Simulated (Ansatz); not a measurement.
# doublet [GaSiH3F2]+: levels of theory compared

Aim: a comparison of 6 runs (U-wB97M-V/6-31G*, UHSE06/6-31G*, UPBE-QIDH/6-31G*, UPBE0/6-31G*, UB3LYP/6-31G*, UCCSD(T)/6-31G*) of doublet [GaSiH3F2]+. 

The calculation is run with Ansatz 0.2.0.

78 further runs of the same task are left out: 1 that didn't finish, 77 set aside as unsound or not needed. Runs told in other sessions of the task aren't counted.

## Step 1: Starting point

[GaSiH3F2]+: 7 atoms, total charge +1, spin state doublet. SMILES of the parent species: `[F][Ga]([F])[SiH3]`. The coordinates come from a PBE0-D4/def2-TZVP relaxation. That shape belongs to the parent species and isn't relaxed for this state.

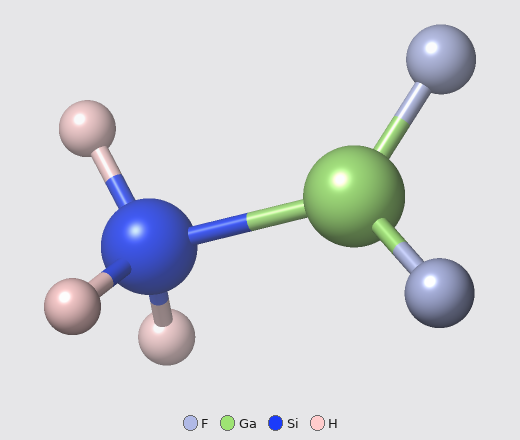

Viewed from a chosen angle; fluorine light blue, gallium green, silicon blue, hydrogen pink.

## Step 2: A single-point energy at U-wB97M-V/6-31G(d) (spherical functions) (run 1)

Input file in.yaml:

```yaml
crystal:
  periodic: [false, false, false]
  atoms:
    - {symbol: F, position_ang: [0.337700, -1.716900, 2.042000]}
    - {symbol: Ga, position_ang: [0.749800, -0.872200, 0.566000]}
    - {symbol: F, position_ang: [2.304600, -1.409500, -0.029300]}
    - {symbol: Si, position_ang: [-0.636100, 0.761900, -0.486900]}
    - {symbol: H, position_ang: [0.191200, 1.594100, -1.392900]}
    - {symbol: H, position_ang: [-1.267600, 1.599600, 0.561500]}
    - {symbol: H, position_ang: [-1.679500, 0.043100, -1.260400]}
basis:
  gaussian:
    orbitals: 6-31G_st_-spherical.json
total_charge: 1
magnetization:
  spin_polarized: true
  initial_magnetization: 1
hamiltonian:
  xc: {name: wB97M-V}
accuracy: high
output: {orbitals: {seedname: orbitals}}
```

The basis set 6-31G* is read from a file made from the Basis Set Exchange's data (not shown).

Run with:

```
$ ansatz run in.yaml --threads 1 --pin off --max-ram 3480MiB --events-out events.jsonl --progress --plain --runs-dir runs
```

Output:

```text
Warning: RAYON_NUM_THREADS=1 ignored (pool sized by the plan → 1); use --threads N
Functional definition: wB97M-V
  name "wB97M-V"
  parameter omega = 0.3/bohr
  parameter cx = 0.15
  parameter cx01 = 1.007
  parameter cx10 = 0.259
  parameter css00 = 0.443
  parameter css04 = -1.437
  parameter css10 = -4.535
  parameter css20 = -3.390
  parameter css43 = 4.278
  parameter cos00 = 1.000
  parameter cos10 = 1.358
  parameter cos20 = 2.924
  parameter cos21 = -8.812
  parameter cos60 = -1.390
  parameter cos61 = 9.142
  parameter b = 6.0
  parameter c = 0.01
  gx(w, u) = 1 - cx + cx01*u + cx10*w
  gss(w, u) = css00 + css04*u^4 + css10*w + css20*w^2 + css43*w^4*u^3
  gos(w, u) = cos00 + cos10*w + (cos20 + cos21*u)*w^2 + (cos60 + cos61*u)*w^6
  exchange = spin_sum(e_x_unif_sr(omega)*gx(b97_w, b97_u_x)) + cx*exact_x_sr(omega) + exact_x_lr(omega)
  correlation = spin_sum(e_c_pw_mod_same_spin*gss(b97_w, b97_u_same))
      + integral(e_c_pw_mod_opposite_spin*gos(b97_w_opposite, b97_u_opposite)) + vv10(b, c)
1769 factors; integrals over basis functions are off by at most 5.7e-9 eV
390 factors; integrals over basis functions are off by at most 1.9e-9 eV
mean field evaluation 1: about -65703.7609 eV, gradient 5.8e1 eV
mean field evaluation 2: about -65668.9209 eV, gradient 1.1e2 eV
mean field evaluation 4: about -65715.8884 eV, gradient 2.1e0 eV
mean field evaluation 8: about -65716.0296 eV, gradient 4.8e-1 eV
mean field evaluation 16: about -65716.0365 eV, gradient 3.6e-3 eV
mean field evaluation 32: about -65716.0365 eV, gradient 3.8e-6 eV
mean field -65716.03647342 eV, -2415.0197964690 hartree, gradient 6.6e-8 eV, S^2 0.757077; 2 other end points of the search recorded, 0 dependent functions left out
reference -65716.03647881 eV, -2415.0197966669 hartree; 33, 32 occupied and 51, 52 virtual orbitals, 1769 factors
Total energy: -65716.03647881 eV, -2415.0197966669 hartree
```

Wall time 5 min (1 thread of Arm Neoverse N1, shared host); peak memory 1.1 GiB.

## Step 3: The energy at UHSE06/6-31G(d) (spherical functions) (run 2)

Input file job.yaml:

```yaml
crystal:
  periodic: [false, false, false]
  atoms:
    - symbol: F
      position_ang: [0.337700, -1.716900, 2.042000]
    - symbol: Ga
      position_ang: [0.749800, -0.872200, 0.566000]
    - symbol: F
      position_ang: [2.304600, -1.409500, -0.029300]
    - symbol: Si
      position_ang: [-0.636100, 0.761900, -0.486900]
    - symbol: H
      position_ang: [0.191200, 1.594100, -1.392900]
    - symbol: H
      position_ang: [-1.267600, 1.599600, 0.561500]
    - symbol: H
      position_ang: [-1.679500, 0.043100, -1.260400]
basis:
  gaussian: {orbitals: 6-31G_st_-spherical.json}
output: {orbitals: {seedname: orbitals}}
hamiltonian: {xc: hse06}
total_charge: 1
magnetization: {spin_polarized: true, initial_magnetization: 1}
accuracy: high
```

The basis set 6-31G* is read from a file made from the Basis Set Exchange's data (not shown).

Run with:

```
$ ansatz run job.yaml --threads 1 --pin off --max-ram 3480MiB --events-out events.jsonl --progress --plain --runs-dir runs
```

Output:

```text
Warning: RAYON_NUM_THREADS=1 ignored (pool sized by the plan → 1); use --threads N
Functional definition: HSE06
  name "HSE06"
  parameter a = 0.25
  parameter omega = 0.11/bohr
  exchange = pbe_x - a*pbe_x_sr(omega) + a*exact_x_sr(omega)
  correlation = pbe_c
1769 factors; integrals over basis functions are off by at most 5.7e-9 eV
102 factors; integrals over basis functions are off by at most 1.3e-9 eV
mean field evaluation 1: about -65691.8979 eV, gradient 6.2e1 eV
mean field evaluation 2: about -65532.4332 eV, gradient 2.0e2 eV
mean field evaluation 4: about -65702.7341 eV, gradient 2.3e1 eV
mean field evaluation 8: about -65705.1167 eV, gradient 6.9e-1 eV
mean field evaluation 16: about -65705.2505 eV, gradient 7.5e-3 eV
mean field evaluation 32: about -65705.2505 eV, gradient 5.9e-8 eV
mean field -65705.25045159 eV, -2414.6234174775 hartree, gradient 5.9e-8 eV, S^2 0.756960; 2 other end points of the search recorded, 0 dependent functions left out
reference -65705.25045653 eV, -2414.6234176592 hartree; 33, 32 occupied and 51, 52 virtual orbitals, 1769 factors
Total energy: -65705.25045653 eV, -2414.6234176592 hartree
```

Wall time 35 s (1 thread of Arm Neoverse N1, shared host); peak memory 0.47 GiB.

Runs 3 to 4 aren't shown in full; the table further down has their settings and results.

## Step 4: The energy at UB3LYP/6-31G(d) (Cartesian functions) (run 5)

Input file input.yaml:

```yaml
crystal:
  periodic: [false, false, false]
  atoms:
    - {symbol: F, position_ang: [0.337700, -1.716900, 2.042000]}
    - {symbol: Ga, position_ang: [0.749800, -0.872200, 0.566000]}
    - {symbol: F, position_ang: [2.304600, -1.409500, -0.029300]}
    - {symbol: Si, position_ang: [-0.636100, 0.761900, -0.486900]}
    - {symbol: H, position_ang: [0.191200, 1.594100, -1.392900]}
    - {symbol: H, position_ang: [-1.267600, 1.599600, 0.561500]}
    - {symbol: H, position_ang: [-1.679500, 0.043100, -1.260400]}
basis:
  gaussian:
    orbitals: "6-31G*"
total_charge: 1
magnetization:
  spin_polarized: true
  initial_magnetization: 1
hamiltonian:
  xc: {name: B3LYP}
accuracy: high
output: {orbitals: {seedname: orbitals}}
```

Run with:

```
$ ansatz run input.yaml --threads 1 --pin off --max-ram 3480MiB --events-out events.jsonl --progress --plain --runs-dir runs
```

Output:

```text
Warning: RAYON_NUM_THREADS=1 ignored (pool sized by the plan → 1); use --threads N
Functional definition: B3LYP
  name "B3LYP"
  parameter a0 = 0.2
  parameter ax = 0.72
  parameter ac = 0.81
  exchange = (1 - a0 - ax)*slater_x + ax*b88_x + a0*exact_x
  correlation = (1 - ac)*vwn_rpa_c + ac*lyp_c
1801 factors; integrals over basis functions are off by at most 4.6e-9 eV
mean field evaluation 1: about -65708.8162 eV, gradient 6.6e1 eV
mean field evaluation 2: about -65507.2242 eV, gradient 2.2e2 eV
mean field evaluation 4: about -65717.4991 eV, gradient 3.7e1 eV
mean field evaluation 8: about -65723.2036 eV, gradient 8.6e-1 eV
mean field evaluation 16: about -65723.2969 eV, gradient 1.0e-2 eV
mean field evaluation 32: about -65723.2969 eV, gradient 1.2e-7 eV
mean field -65723.29685674 eV, -2415.2866106347 hartree, gradient 6.8e-8 eV, S^2 0.755901; 2 other end points of the search recorded, 0 dependent functions left out
reference -65723.29690043 eV, -2415.2866122403 hartree; 33, 32 occupied and 57, 58 virtual orbitals, 1801 factors
Total energy: -65723.29690043 eV, -2415.2866122403 hartree
```

Run time: 35 s. Hardware: 1 thread of Arm Neoverse N1, shared host; peak memory 0.48 GiB.

## Step 5: The energy at UCCSD(T)/6-31G(d) (spherical functions) (run 6)

in.yaml: that of step 2 with these lines changed.

```diff
@@ -17,5 +17,7 @@
   initial_magnetization: 1
-hamiltonian:
-  xc: {name: wB97M-V}
+correlation:
+  method: ccsd_t
+  frozen_orbitals: {F: 1, Ga: 9, H: 0, Si: 5}
 accuracy: high
-output: {orbitals: {seedname: orbitals}}
+scf:
+  omitted_lower_state_checks: [cluster_reference, increment]
```

The basis set 6-31G* is read from a file made from the Basis Set Exchange's data (not shown).

Run with:

```
$ ansatz run in.yaml --threads 1 --pin off --max-ram 3480MiB --events-out events.jsonl --progress --plain --runs-dir runs
```

Output:

```text
Warning: RAYON_NUM_THREADS=1 ignored (pool sized by the plan → 1); use --threads N
[... 14 lines left out ...]
16 core orbitals not correlated: weight in the atoms' cores, before any rotation towards them, 1.000 or more for the frozen orbitals, at most 0.000 for the correlated occupied ones
[... 33 lines left out ...]
Total energy: -65657.44834474 eV, -2412.8667224522 hartree
Checks for a lower state left out: cluster_reference, increment
```

It took 2.5 min on 1 thread of Arm Neoverse N1, shared host; peak memory 0.75 GiB.

## Step 6: All runs side by side

```tsv
run	level	frozen core orbitals	Cartesian functions	energy (Eh)	HOMO energy (eV)	LUMO energy (eV)	⟨S²⟩	wall time
1	U-wB97M-V/6-31G* (spherical functions)	–	no	-2415.019797	-18.26	-11.62	0.757	5 min
2	UHSE06/6-31G* (spherical functions)	–	no	-2414.623418	-15.92	-13.74	0.757	35 s
3	UPBE-QIDH/6-31G* (spherical functions)	16	no	-2414.121119	-18.77	-11.82	0.762	51 s
4	UPBE0/6-31G* (spherical functions)	–	no	-2414.637902	-16.33	-13.38	0.757	35 s
5	UB3LYP/6-31G* (Cartesian functions)	–	yes	-2415.286612	-15.95	-13.53	0.756	35 s
6	UCCSD(T)/6-31G* (spherical functions)	16	no	-2412.866722	–	–	0.762	2.5 min
```

## Step 7: Outcome

```
                                           quantity           value
                                run 6: total energy  -2412.86672 Eh
run 6: correlation energy (16 core orbitals frozen)      -678.3 mEh
                              run 6: (T) correction      -15.78 mEh
           run 6: ⟨S²⟩ of the reference determinant           0.762
                               run 6: T1 diagnostic           0.024
```

**Reading.** Totals of different functionals can't be ranked against each other. All runs together took 10 min, the longest 5 min.
